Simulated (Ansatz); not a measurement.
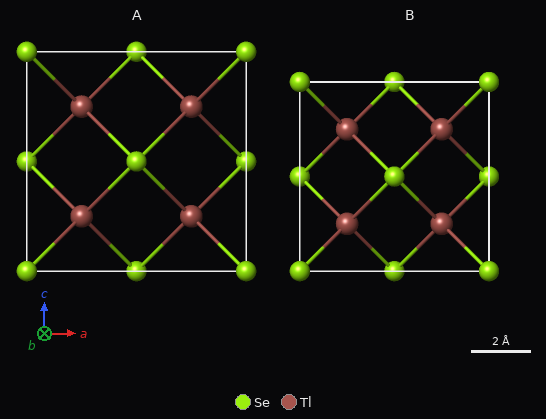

Two geometries of solid Tl2Se (a generated structure, set up in Fm-3m), drawn at one scale. One is the start of a relaxation, the other its converged end. Style: ball-and-stick. Shown: the conventional cell (4 times the calculation's cell), along the b axis. Lengths and directions refer to the drawn axes.

Method: DFT, PBE, PAW with Ansatz's default frozen-core files, scalar-relativistic in Ansatz 0.2.0. (plane-wave cutoff 420 eV; k-point mesh 10 × 10 × 10; occupations fermi dirac; smearing width 0.03 eV; no spin polarisation; cell and atoms relaxed; force threshold 0.005 eV/Å; at most 80 steps)

> Which one is relaxed?

Structure A is the relaxed one. Case: cell and atoms relaxed from a first guess. The atoms keep their places relative to the cell (all moves are under 0.005 Å). The drawn cell changes as follows: a = b = c 6.519 → 7.560 Å (+16.0 %); the volume changes by +55.9 %. Some distances before and after: Se–Tl 2.823 → 3.273 Å. The space group stays Fm-3m (No. 225). Over 7 accepted moves (9 points after the start) the energy falls by 718 meV per atom. All forces vanish by symmetry, so only the cell relaxes. The pressure goes from 27.23 to 0.04 GPa. The SCF was repeated twice at an unchanged geometry on a basis and grid sized afresh for the cell, which shifted the energy by 12.9 meV per atom at most.
